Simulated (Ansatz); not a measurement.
## BeTe: pressure series

The reference is BeTe in the zinc blende structure (space group F-43m, No. 216; a = 5.6635 Å).

Cell and atoms are relaxed at each pressure.

The values are results of Ansatz (an electronic-structure program) PBE, scalar-relativistic without spin-orbit coupling, not measurements.

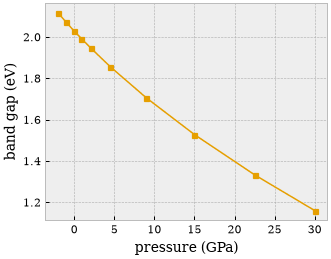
Figure. Band gap against pressure

| pressure (GPa) | band gap |
|---|---|
| -2 | 2.12 eV |
| -1 | 2.07 eV |
| 0.9 | 1.99 eV |
| 2.1 | 1.95 eV |
| 4.5 | 1.86 eV |
| 9 | 1.71 eV |
| 15 | 1.53 eV |
| 22.5 | 1.33 eV |
| 30 | 1.16 eV |

Spin-orbit coupling, missing from the scalar runs, can matter with Te. Load acts through the strain it causes; cell and atoms are relaxed under it. Stability against distortions was not tested. No other phases were tried under pressure.
